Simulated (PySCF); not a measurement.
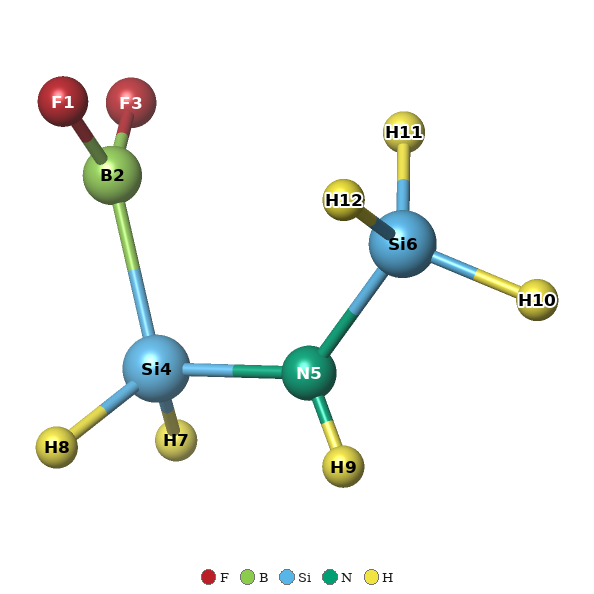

Computed geometry: GFN2-xTB optimisation. No frequency run is at hand to confirm it as a minimum. Level of theory: delta-SCF UKS SCAN, pcX-2 on the ionised atom, pcseg-1 elsewhere, spin-free X2C (PySCF 2.14.0).

Give the core-electron binding energies (to vacuum; p and d levels without spin–orbit splitting) of F1 1s, B2 1s, Si4 1s, Si4 2p, N5 1s, Si6 1s, Si6 2p.

```tsv
atom	level	binding energy (eV)
F1	1s	693.5
B2	1s	199.1
Si4	1s	1846.8
Si4	2p	107.3
N5	1s	404.2
Si6	1s	1847.0
Si6	2p	107.3
```

The geometry is semi-empirical. Around B, Si such bond lengths and angles can be off by a tenth of an ångström or more and by several degrees, and values that hang on the shape move with them.
